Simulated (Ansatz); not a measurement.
# CH4Ga (doublet): the correlation ladder at a displaced geometry (v2), cc-pVDZ

Aim: climb from Hartree-Fock through coupled cluster and multireference methods for CH4Ga (doublet) at one geometry and basis, and see what each rung misses.

Program: Ansatz 0.2.0, Gaussian basis. Level of theory: cc-pVDZ, core rule «outside noble gas», up to 15 orbitals frozen. These are calculated values, not measurements.

To be run: UHF; CCSD(T) on ROHF; CCSD(T) on UHF; BCCD(T) on ROHF; CISD as a restricted active space (open shells left free, so some higher excitations enter); CCSDT(Q) on ROHF; CCSDT(Q) on UHF; CASSCF and MRCISD+Q, 9 electrons in 9 orbitals; CASSCF and NEVPT2, 9 electrons in 9 orbitals.

20 further runs of the same task are left out: 1 for a known fault of the program, 10 that didn't finish, 9 set aside as unsound or not needed. Runs told in other sessions of the task aren't counted.

## 1. The geometry

The geometry is a PBE0/def2-TZVP stationary point (not a proven minimum) with its atoms shifted at random (size 0.100 Å). No spin-orbit coupling is included. The filled d shell of Ga may be among the frozen orbitals whatever the setting's name suggests.

6 atoms, charge 0, spin multiplicity 2.

Atoms are counted from 1 here; the program's logs count them from 0.

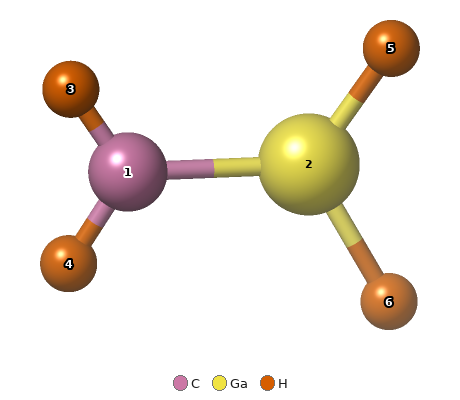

The geometry (carbon pink, gallium yellow, hydrogen orange); atoms are numbered from 1 in the order of the file.

In the tables R marks a restricted open-shell determinant and U an unrestricted one; 'frontier' is the active space of 9 electrons in 9 orbitals; energies count from the table's Hartree-Fock row.

## 2. UHF

Contents of in.yaml:

```yaml
crystal:
  periodic: [false, false, false]
  atoms:
    - {symbol: C, position_ang: [0.136106, -0.003517, 1.616054]}
    - {symbol: Ga, position_ang: [-0.028768, 0.004857, -0.309204]}
    - {symbol: H, position_ang: [0.047852, 0.881242, 2.216582]}
    - {symbol: H, position_ang: [0.130961, -0.991645, 2.234796]}
    - {symbol: H, position_ang: [0.027902, 1.265694, -1.169275]}
    - {symbol: H, position_ang: [0.161432, -1.449369, -1.150309]}
basis:
  gaussian: {orbitals: cc-pVDZ}
magnetization: {spin_polarized: true, initial_magnetization: 1}
hamiltonian: {xc: hf}
output: {orbitals: {seedname: orbitals}}
```

Launch:

```console
$ ansatz run in.yaml --threads 1 --pin off --events-out ev --progress --plain --max-ram 2393MiB
```

Standard output:

```text
Functional definition: HF
  name "HF"
  cite "Fock, Z. Phys. 61, 126 (1930) doi:10.1007/BF01340294"
  parent pbe
  exchange = exact_x
  correlation = 0
626 factors; integrals over basis functions are off by at most 1.3e-3 eV
mean field evaluation 1: about -53424.2505 eV, gradient 1.1e1 eV
mean field evaluation 2: about -53424.2724 eV, gradient 1.1e1 eV
mean field evaluation 4: about -53425.1951 eV, gradient 1.3e0 eV
mean field evaluation 8: about -53425.2138 eV, gradient 1.7e-3 eV
mean field -53425.21384715 eV, -1963.3403959722 hartree, gradient 4.6e-5 eV, S^2 0.759956; 0 other end points of the search recorded, 0 dependent functions left out
reference -53425.21384715 eV, -1963.3403959722 hartree; 21, 20 occupied and 40, 41 virtual orbitals, 626 factors
Total energy: -53425.21384715 eV, -1963.3403959722 hartree
```

It took 0.75 s on 1 thread of Arm Neoverse V1, shared host.

From the report: ⟨S²⟩ of the determinant 0.760 (pure doublet: 0.75).

## 3. CCSD(T) on ROHF

Changes to in.yaml since step 2:

```diff
@@ -11,4 +11,3 @@
   gaussian: {orbitals: cc-pVDZ}
-magnetization: {spin_polarized: true, initial_magnetization: 1}
-hamiltonian: {xc: hf}
-output: {orbitals: {seedname: orbitals}}
+magnetization: {spin_polarized: false, initial_magnetization: 1}
+correlation: {method: ccsd_t, electrons: outside_noble_gas}
```

Launched as before.

Standard output, shortened:

```text
Functional definition: HF
  name "HF"
  cite "Fock, Z. Phys. 61, 126 (1930) doi:10.1007/BF01340294"
  parent pbe
[...]
626 factors; integrals over basis functions are off by at most 1.3e-3 eV
[...]
mean field -53425.11798173 eV, -1963.3368729830 hartree, gradient 1.0e-6 eV, S^2 0.750000; 0 other end points of the search recorded, 0 dependent functions left out
15 core orbitals not correlated: weight in the atoms' cores, before any rotation towards them, 0.996 or more for the frozen orbitals, at most 0.006 for the correlated occupied ones
reference -53425.11798173 eV, -1963.3368729830 hartree; 6, 5 occupied and 40, 41 virtual orbitals, 626 factors
second order -5.09205687 eV of doubles, -0.05710010 eV of singles
cycle   1  -5.86771756 eV  change   -7.2e-1 eV  update   6.1e-2
[...]
cycle  11  -6.13732930 eV  change   -6.0e-8 eV  update   7.6e-6
perturbative correction -0.13298198 eV, -0.0048869976 hartree
Total energy: -53431.38829301 eV, -1963.5673026724 hartree
```

Wall time 2.3 s (1 thread of Arm Neoverse V1, shared host).

From the report: correlation -6.2703 eV; T1 0.014; largest double amplitude 0.04.

## 4. CCSD(T) on UHF

Changes to in.yaml since step 3:

```diff
@@ -11,3 +11,3 @@
   gaussian: {orbitals: cc-pVDZ}
-magnetization: {spin_polarized: false, initial_magnetization: 1}
+magnetization: {spin_polarized: true, initial_magnetization: 1}
 correlation: {method: ccsd_t, electrons: outside_noble_gas}
```

The command is unchanged.

Standard output, shortened:

```text
Functional definition: HF
  name "HF"
  cite "Fock, Z. Phys. 61, 126 (1930) doi:10.1007/BF01340294"
  parent pbe
[...]
626 factors; integrals over basis functions are off by at most 1.3e-3 eV
[...]
mean field -53425.21384715 eV, -1963.3403959722 hartree, gradient 1.3e-6 eV, S^2 0.759957; 0 other end points of the search recorded, 0 dependent functions left out
15 core orbitals not correlated: weight in the atoms' cores, before any rotation towards them, 0.995 or more for the frozen orbitals, at most 0.006 for the correlated occupied ones
reference -53425.21384715 eV, -1963.3403959722 hartree; 6, 5 occupied and 40, 41 virtual orbitals, 626 factors
second order -5.04711636 eV of doubles, -0.00000000 eV of singles
cycle   1  -5.76568235 eV  change   -7.2e-1 eV  update   6.1e-2
[...]
cycle  11  -6.04367545 eV  change   -1.2e-6 eV  update   7.9e-6
perturbative correction -0.13132831 eV, -0.0048262263 hartree
Total energy: -53431.38885091 eV, -1963.5673231748 hartree
```

Wall time 2.3 s (1 thread of Arm Neoverse V1, shared host).

From the report: ⟨S²⟩ of the determinant 0.760 (pure doublet: 0.75); correlation -6.1750 eV; T1 0.012; largest double amplitude 0.04.

## 5. BCCD(T) on ROHF

Changes to in.yaml since step 4:

```diff
@@ -11,3 +11,3 @@
   gaussian: {orbitals: cc-pVDZ}
-magnetization: {spin_polarized: true, initial_magnetization: 1}
-correlation: {method: ccsd_t, electrons: outside_noble_gas}
+magnetization: {spin_polarized: false, initial_magnetization: 1}
+correlation: {method: bccd_t, electrons: outside_noble_gas}
```

Launched as before.

Standard output, shortened:

```text
Functional definition: HF
  name "HF"
  cite "Fock, Z. Phys. 61, 126 (1930) doi:10.1007/BF01340294"
  parent pbe
[...]
626 factors; integrals over basis functions are off by at most 1.3e-3 eV
[...]
mean field -53425.11798173 eV, -1963.3368729830 hartree, gradient 1.0e-6 eV, S^2 0.750000; 0 other end points of the search recorded, 0 dependent functions left out
15 core orbitals not correlated: weight in the atoms' cores, before any rotation towards them, 0.996 or more for the frozen orbitals, at most 0.006 for the correlated occupied ones
reference -53425.11798173 eV, -1963.3368729830 hartree; 6, 5 occupied and 40, 41 virtual orbitals, 626 factors
second order -5.09205687 eV of doubles, -0.05710010 eV of singles
cycle   1  -5.87924826 eV  change   -7.3e-1 eV  update   6.1e-2
[...]
cycle  11  -6.13380206 eV  change    1.2e-6 eV  update   9.3e-6
perturbative correction -0.13686357 eV, -0.0050296436 hartree
Total energy: -53431.38864736 eV, -1963.5673156945 hartree
```

It took 2.7 s on 1 thread of Arm Neoverse V1, shared host.

From the report: correlation -6.2707 eV; largest double amplitude 0.04.

## 6. CISD as a restricted active space (open shells left free, so some higher excitations enter)

Changes to in.yaml since step 5:

```diff
@@ -12,2 +12,2 @@
 magnetization: {spin_polarized: false, initial_magnetization: 1}
-correlation: {method: bccd_t, electrons: outside_noble_gas}
+correlation: {active_space: {ras: {orbitals: [5, 1, 40], electrons: 11, max_holes: 2, max_particles: 2}, fixed_orbitals: true}}
```

Same command.

Standard output:

```text
Functional definition: HF
  name "HF"
  cite "Fock, Z. Phys. 61, 126 (1930) doi:10.1007/BF01340294"
  parent pbe
  exchange = exact_x
  correlation = 0
626 factors; integrals over basis functions are off by at most 1.3e-3 eV
mean field evaluation 1: about -53424.2529 eV, gradient 1.4e1 eV
mean field evaluation 2: about -53424.2743 eV, gradient 1.4e1 eV
mean field evaluation 4: about -53425.1042 eV, gradient 1.9e0 eV
mean field evaluation 8: about -53425.1180 eV, gradient 1.0e-3 eV
mean field -53425.11798173 eV, -1963.3368729830 hartree, gradient 1.0e-6 eV, S^2 0.750000; 0 other end points of the search recorded, 0 dependent functions left out
reference -53425.11798173 eV, -1963.3368729830 hartree; 21, 20 occupied and 40, 41 virtual orbitals, 626 factors
state -53430.80112512 eV, -1963.5457246504 hartree
Total energy: -53430.80112512 eV, -1963.5457246504 hartree
```

Wall time 3.9 s (1 thread of Arm Neoverse V1, shared host).

From the report: 105,046 determinants.

## 7. CCSDT(Q) on ROHF

Changes to in.yaml since step 6:

```diff
@@ -12,2 +12,2 @@
 magnetization: {spin_polarized: false, initial_magnetization: 1}
-correlation: {active_space: {ras: {orbitals: [5, 1, 40], electrons: 11, max_holes: 2, max_particles: 2}, fixed_orbitals: true}}
+correlation: {method: ccsdt_q, electrons: outside_noble_gas}
```

The command is unchanged.

Standard output, shortened:

```text
Functional definition: HF
  name "HF"
  cite "Fock, Z. Phys. 61, 126 (1930) doi:10.1007/BF01340294"
  parent pbe
[...]
1197 factors; integrals over basis functions are off by at most 1.9e-7 eV
[...]
mean field -53425.11816525 eV, -1963.3368797271 hartree, gradient 1.2e-6 eV, S^2 0.750000; 0 other end points of the search recorded, 0 dependent functions left out
15 core orbitals not correlated: weight in the atoms' cores, before any rotation towards them, 0.996 or more for the frozen orbitals, at most 0.006 for the correlated occupied ones
reference -53425.11816525 eV, -1963.3368797271 hartree; 6, 5 occupied and 40, 41 virtual orbitals, 1197 factors
second order -5.09210536 eV of doubles, -0.05710007 eV of singles
cycle   1  -5.86773035 eV  change   -7.2e-1 eV  update   6.8e-2
[...]
cycle  17  -6.29356441 eV  change    5.5e-7 eV  update   5.4e-7
perturbative correction -0.00713693 eV, -0.0002622773 hartree
Total energy: -53431.41886659 eV, -1963.5684262307 hartree
```

Run time: 88 s. Hardware: 1 thread of Arm Neoverse V1, shared host; peak memory 0.72 GiB.

From the report: correlation -6.3007 eV; T1 0.015; largest double amplitude 0.04.

## 8. CCSDT(Q) on UHF

Changes to in.yaml since step 7:

```diff
@@ -11,3 +11,3 @@
   gaussian: {orbitals: cc-pVDZ}
-magnetization: {spin_polarized: false, initial_magnetization: 1}
+magnetization: {spin_polarized: true, initial_magnetization: 1}
 correlation: {method: ccsdt_q, electrons: outside_noble_gas}
```

Same command.

Standard output, shortened:

```text
Functional definition: HF
  name "HF"
  cite "Fock, Z. Phys. 61, 126 (1930) doi:10.1007/BF01340294"
  parent pbe
[...]
1197 factors; integrals over basis functions are off by at most 1.9e-7 eV
[...]
mean field -53425.21403053 eV, -1963.3404027114 hartree, gradient 1.5e-6 eV, S^2 0.759956; 0 other end points of the search recorded, 0 dependent functions left out
15 core orbitals not correlated: weight in the atoms' cores, before any rotation towards them, 0.995 or more for the frozen orbitals, at most 0.006 for the correlated occupied ones
reference -53425.21403053 eV, -1963.3404027114 hartree; 6, 5 occupied and 40, 41 virtual orbitals, 1197 factors
second order -5.04716460 eV of doubles, -0.00000000 eV of singles
cycle   1  -5.76569518 eV  change   -7.2e-1 eV  update   6.8e-2
[...]
cycle  16  -6.19858198 eV  change    1.4e-6 eV  update   1.1e-6
perturbative correction -0.00725790 eV, -0.0002667229 hartree
Total energy: -53431.41987041 eV, -1963.5684631205 hartree
```

Wall time 76 s (1 thread of Arm Neoverse V1, shared host); peak memory 0.61 GiB.

From the report: ⟨S²⟩ of the determinant 0.760 (pure doublet: 0.75); correlation -6.2058 eV; T1 0.013; largest double amplitude 0.04.

## 9. CASSCF and MRCISD+Q, 9 electrons in 9 orbitals

Changes to in.yaml since step 8:

```diff
@@ -11,3 +11,3 @@
   gaussian: {orbitals: cc-pVDZ}
-magnetization: {spin_polarized: true, initial_magnetization: 1}
-correlation: {method: ccsdt_q, electrons: outside_noble_gas}
+magnetization: {spin_polarized: false, initial_magnetization: 1}
+correlation: {method: fic_mrcisd_q, electrons: outside_noble_gas, active_space: {window: {electrons: 9, orbitals: 9}}}
```

The command is unchanged.

Standard output:

```text
Functional definition: HF
  name "HF"
  cite "Fock, Z. Phys. 61, 126 (1930) doi:10.1007/BF01340294"
  parent pbe
  exchange = exact_x
  correlation = 0
626 factors; integrals over basis functions are off by at most 1.3e-3 eV
mean field evaluation 1: about -53424.2529 eV, gradient 1.4e1 eV
mean field evaluation 2: about -53424.2743 eV, gradient 1.4e1 eV
mean field evaluation 4: about -53425.1042 eV, gradient 1.9e0 eV
mean field evaluation 8: about -53425.1180 eV, gradient 1.0e-3 eV
mean field -53425.11798173 eV, -1963.3368729830 hartree, gradient 1.0e-6 eV, S^2 0.750000; 0 other end points of the search recorded, 0 dependent functions left out
reference -53425.11798173 eV, -1963.3368729830 hartree; 21, 20 occupied and 40, 41 virtual orbitals, 626 factors
state -53427.18351092 eV, -1963.4127797808 hartree
contracted CI cycle   1: correlation 0.00000000 eV, 0.0000000000 hartree, residual 1.63e1 eV
contracted CI cycle   2: correlation -3.82259224 eV, -0.1404776738 hartree, residual 2.91e0 eV
contracted CI cycle   3: correlation -3.94707508 eV, -0.1450523339 hartree, residual 6.75e-1 eV
contracted CI cycle   4: correlation -3.95424968 eV, -0.1453159955 hartree, residual 1.97e-1 eV
contracted CI cycle   5: correlation -3.95486733 eV, -0.1453386936 hartree, residual 6.98e-2 eV
contracted CI cycle   6: correlation -3.95494246 eV, -0.1453414545 hartree, residual 2.69e-2 eV
contracted CI cycle   7: correlation -3.95495407 eV, -0.1453418812 hartree, residual 1.01e-2 eV
contracted CI cycle   8: correlation -3.95495570 eV, -0.1453419412 hartree, residual 3.81e-3 eV
contracted CI cycle   9: correlation -3.95495592 eV, -0.1453419493 hartree, residual 1.35e-3 eV
state -53427.18351092 eV, -1963.4127797808 hartree; corrected -53431.42329828 eV, -1963.5685890923 hartree
state -53427.16296085 eV, -1963.4120245796 hartree
contracted CI cycle   1: correlation 0.00000000 eV, 0.0000000000 hartree, residual 1.65e1 eV
contracted CI cycle   2: correlation -3.80867156 eV, -0.1399660984 hartree, residual 3.25e0 eV
contracted CI cycle   3: correlation -3.96294040 eV, -0.1456353735 hartree, residual 7.56e-1 eV
contracted CI cycle   4: correlation -3.97211584 eV, -0.1459725645 hartree, residual 2.12e-1 eV
contracted CI cycle   5: correlation -3.97284186 eV, -0.1459992455 hartree, residual 6.44e-2 eV
contracted CI cycle   6: correlation -3.97291120 eV, -0.1460017938 hartree, residual 2.30e-2 eV
contracted CI cycle   7: correlation -3.97292027 eV, -0.1460021269 hartree, residual 8.58e-3 eV
contracted CI cycle   8: correlation -3.97292146 eV, -0.1460021707 hartree, residual 3.04e-3 eV
contracted CI cycle   9: correlation -3.97292160 eV, -0.1460021758 hartree, residual 9.87e-4 eV
state -53427.16296085 eV, -1963.4120245796 hartree; corrected -53431.41955390 eV, -1963.5684514887 hartree
state -53427.18351092 eV, -1963.4127797808 hartree; corrected -53431.42329828 eV, -1963.5685890923 hartree
state -53426.90318885 eV, -1963.4024781347 hartree
contracted CI cycle   1: correlation 0.00000000 eV, 0.0000000000 hartree, residual 1.72e1 eV
contracted CI cycle   2: correlation -4.01631530 eV, -0.1475968651 hartree, residual 3.43e0 eV
contracted CI cycle   3: correlation -4.19480756 eV, -0.1541563346 hartree, residual 8.09e-1 eV
contracted CI cycle   4: correlation -4.20470176 eV, -0.1545199395 hartree, residual 2.03e-1 eV
contracted CI cycle   5: correlation -4.20530336 eV, -0.1545420480 hartree, residual 5.41e-2 eV
contracted CI cycle   6: correlation -4.20534592 eV, -0.1545436119 hartree, residual 1.84e-2 eV
contracted CI cycle   7: correlation -4.20535068 eV, -0.1545437869 hartree, residual 6.36e-3 eV
contracted CI cycle   8: correlation -4.20535126 eV, -0.1545438083 hartree, residual 1.98e-3 eV
contracted CI cycle   9: correlation -4.20535132 eV, -0.1545438105 hartree, residual 6.58e-4 eV
state -53426.90318885 eV, -1963.4024781347 hartree; corrected -53431.40961225 eV, -1963.5680861399 hartree
state -53427.18351092 eV, -1963.4127797808 hartree; corrected -53431.42329828 eV, -1963.5685890923 hartree
1 active orbitals were swapped for others, from the solution at -53427.16292096 eV, -1963.4120231137 hartree to that at -53427.18346725 eV, -1963.4127781759 hartree; typed "places" are swapped only where nearly empty or full, and so, without "given_window_search", are "orbital_numbers", "shells" and a window whose orbitals a file names under [Active]
Total energy: -53431.42329828 eV, -1963.5685890923 hartree
```

Run time: 34 s. Hardware: 1 thread of Arm Neoverse V1, shared host; peak memory 0.49 GiB.

From the report: 15,876 determinants; active occupations 2.00, 1.98, 1.97, 1.97, 0.99, 0.03, 0.02, 0.02, 0.01.

## 10. CASSCF and NEVPT2, 9 electrons in 9 orbitals

Changes to in.yaml since step 9:

```diff
@@ -12,2 +12,2 @@
 magnetization: {spin_polarized: false, initial_magnetization: 1}
-correlation: {method: fic_mrcisd_q, electrons: outside_noble_gas, active_space: {window: {electrons: 9, orbitals: 9}}}
+correlation: {method: sc_nevpt2, electrons: outside_noble_gas, active_space: {window: {electrons: 9, orbitals: 9}}}
```

The command is unchanged.

Standard output, shortened:

```text
Functional definition: HF
  name "HF"
  cite "Fock, Z. Phys. 61, 126 (1930) doi:10.1007/BF01340294"
  parent pbe
[...]
626 factors; integrals over basis functions are off by at most 1.3e-3 eV
[...]
mean field -53425.11798173 eV, -1963.3368729830 hartree, gradient 1.0e-6 eV, S^2 0.750000; 0 other end points of the search recorded, 0 dependent functions left out
reference -53425.11798173 eV, -1963.3368729830 hartree; 21, 20 occupied and 40, 41 virtual orbitals, 626 factors
state -53427.18351092 eV, -1963.4127797808 hartree
state -53427.18351092 eV, -1963.4127797808 hartree; corrected -53430.30619280 eV, -1963.5275362231 hartree
state -53427.16296085 eV, -1963.4120245796 hartree
state -53427.16296085 eV, -1963.4120245796 hartree; corrected -53430.32646133 eV, -1963.5282810777 hartree
state -53427.16296085 eV, -1963.4120245796 hartree; corrected -53430.32646133 eV, -1963.5282810777 hartree
state -53426.90318885 eV, -1963.4024781347 hartree
state -53426.90318885 eV, -1963.4024781347 hartree; corrected -53430.34473984 eV, -1963.5289528007 hartree
state -53426.90318885 eV, -1963.4024781347 hartree; corrected -53430.34473984 eV, -1963.5289528007 hartree
the orbitals are reached from a further start. From the first start the search ends at -53427.16292098 eV, -1963.4120231142 hartree
WARN: the results are in doubt because another end's mean lies 0.280 eV lower, and its corrected mean 0.039 eV higher
Total energy: -53430.34473984 eV, -1963.5289528007 hartree
In doubt: another end's mean lies 0.280 eV lower, and its corrected mean 0.039 eV higher
```

Run time: 19 s. Hardware: 1 thread of Arm Neoverse V1, shared host.

From the report: 15,876 determinants; active occupations 1.99, 1.98, 1.97, 1.97, 1.00, 0.04, 0.03, 0.02, 0.01. Mind the lines of doubt at the end of the log.

## 11. The ladder

The yardstick is UCCSDT(Q), where the cluster series has nearly closed. Rows without a time are mean-field rows or come out of runs for another level: lower rungs of the coupled-cluster runs, CASSCF and MRCISD of the multireference runs, or the Hartree-Fock search.

Differences are taken before rounding.

```
           method  energy from the lowest ROHF (meV)  from UCCSDT(Q) (meV)   time
              ROHF                               0.0               +6301.9       
              UHF                             -95.9               +6206.0       
             RMP2                           -5149.2               +1152.7       
             UMP2                           -5143.0               +1158.9       
            RCCSD                           -6137.3                +164.6       
            UCCSD                           -6139.5                +162.3       
         RCCSD(T)                           -6270.3                 +31.6  2.3 s
         UCCSD(T)                           -6270.9                 +31.0  2.3 s
          BCCD(T)                           -6270.7                 +31.2  2.7 s
           RCCSDT                           -6293.7                  +8.1       
           UCCSDT                           -6294.6                  +7.3       
        RCCSDT(Q)                           -6300.9                  +1.0   88 s
        UCCSDT(Q)                           -6301.9                     0   76 s
  CASSCF frontier                           -2065.5               +4236.4       
  MRCISD frontier                           -6020.5                +281.4       
MRCISD+Q frontier                           -6305.3                  -3.4   34 s
```

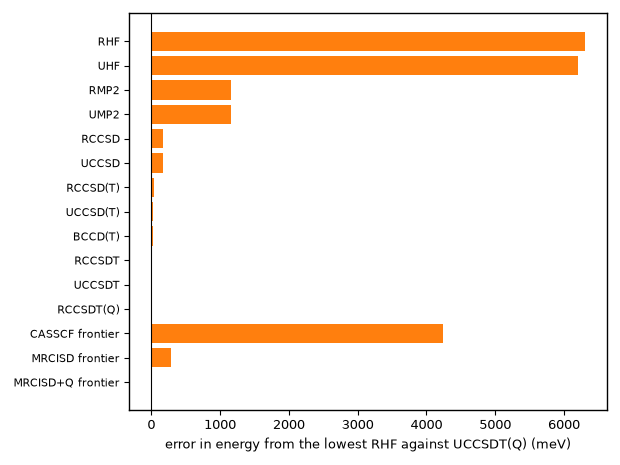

How far each level lands from UCCSDT(Q).

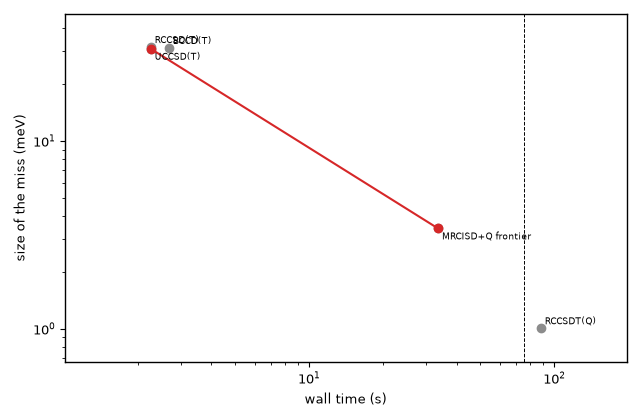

Miss against cost. Red marks the levels that no quicker level drawn beats (of those quicker than the yardstick), and the dashed line is the time of UCCSDT(Q). Times are from a shared host.

Not comparable, so not listed: CISD as a restricted active space (open shells left free, so some higher excitations enter); CASSCF and NEVPT2, 9 electrons in 9 orbitals (they don't share determinant, frozen orbitals or solution with the rows shown, or repeat one).

## 12. Summary of results

| quantity | value |
| --- | --- |
| UCCSDT(Q) from the ROHF energy | -6.3019 eV |
| RMP2 from UCCSDT(Q) | +1152.7 meV |
| UMP2 from UCCSDT(Q) | +1158.9 meV |
| RCCSD from UCCSDT(Q) | +164.6 meV |
| RCCSD(T) from UCCSDT(Q) | +31.6 meV |
| UCCSD(T) from UCCSDT(Q) | +31.0 meV |
| RCCSDT(Q) from UCCSDT(Q) | +1.0 meV |
| MRCISD+Q frontier from UCCSDT(Q) | -3.4 meV |
| levels within 1 kcal/mol (43 meV) | RCCSD(T), UCCSD(T), BCCD(T), RCCSDT, UCCSDT, RCCSDT(Q), MRCISD+Q frontier |
| T1 diagnostic | 0.014 |

In words: RCCSD(T) lands +31.6 meV from the yardstick (0.5 % of the correlation energy). These misses are within one basis, not against nature; the frozen cores of restricted and unrestricted runs differ, which can shift their rows.

For cost: MRCISD+Q frontier gets within 3.4 meV in 34 s, where UCCSDT(Q) took 76 s; the quickest level in the cost chart, UCCSD(T), takes 2.3 s and misses by 31.0 meV.
